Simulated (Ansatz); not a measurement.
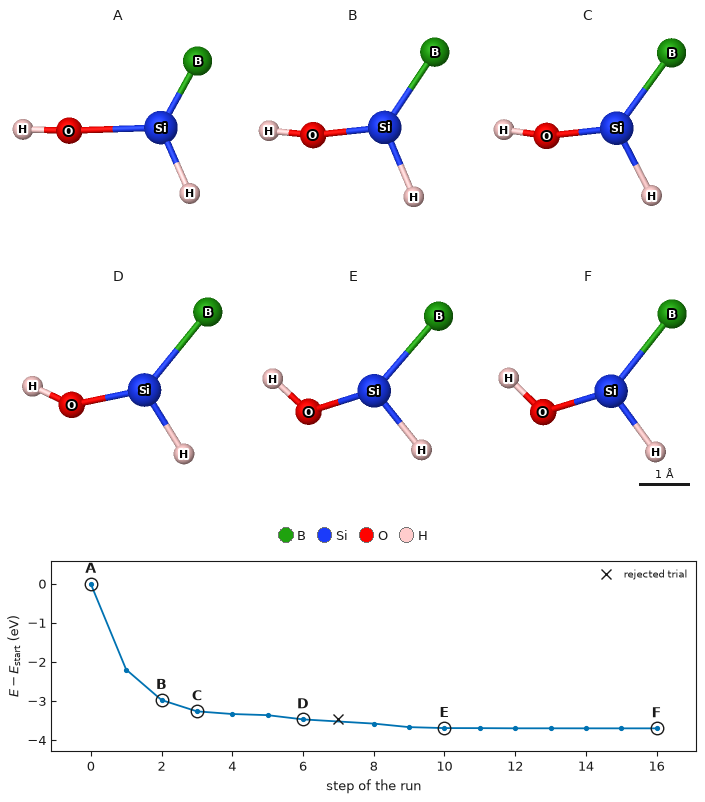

Frames of a relaxation of BSiH$_{2}$O (multiplicity 2), marked on the history of the run. Style: ball-and-stick. Shown at a tilt.

It is one of the separated reactants of a reaction.

All numbers below come from Ansatz 0.2.0, UKS PBE-D4/def2-SVP.

The input:
```yaml
crystal:
  periodic: [false, false, false]
  atoms:
    - {symbol: B, position_ang: [0.471133, 1.922724, -0.178800]}
    - {symbol: Si, position_ang: [0.585779, 0.423287, 0.092946]}
    - {symbol: O, position_ang: [-0.943496, -0.705412, -0.145279]}
    - {symbol: H, position_ang: [-1.747128, -1.231382, -0.281037]}
    - {symbol: H, position_ang: [1.808136, -0.295058, 0.541636]}
basis:
  gaussian: {orbitals: def2-SVP}
magnetization: {spin_polarized: true, initial_magnetization: 1}
hamiltonian: {xc: pbe, dispersion: d4}
relax: {f_tol: 0.03, max_steps: 250}
```

Launched with:
```bash
ansatz run in.yaml --threads 2 --pin off --events-out ev --progress --plain --max-ram 4352MiB
```

**Describe the path.**

Si2 moves most after the best rigid fit: 0.48 Å. By element the largest moves are Si 0.48 Å, O 0.44 Å, H 0.42 Å, B 0.22 Å. Some distances before and after: B1–Si2 1.528 → 2.016 Å, Si2–O3 1.916 → 1.691 Å, Si2–H5 1.487 → 1.516 Å, O3–H4 0.970 → 0.975 Å. Among the angles between lasting bonds that change: Si2–O3–H4 176.7° → 113.9°, B1–Si2–H5 126.1° → 104.7°, O3–Si2–H5 114.1° → 104.6°. The energy falls by 3.696 eV in 15 accepted moves (16 points after the start). Largest force component: 17 eV/Å at the start, 0.0075 eV/Å at the end. The line search rejected the trial step at point 7 of the run. Cost: 43 s on 2 threads of Arm Neoverse V1, with other jobs on the host. From step 0 to 2: Si and H atoms move most (0.27 Å), energy −2.972 eV. From step 2 to 3: Si2 moves most (0.20 Å), energy −0.290 eV. From step 3 to 6: O3 moves most (0.19 Å), energy −0.206 eV. From step 6 to 10: O and H atoms move most (0.29 Å), energy −0.223 eV. From step 10 to 16: B1 moves most (0.05 Å), energy −0.007 eV.
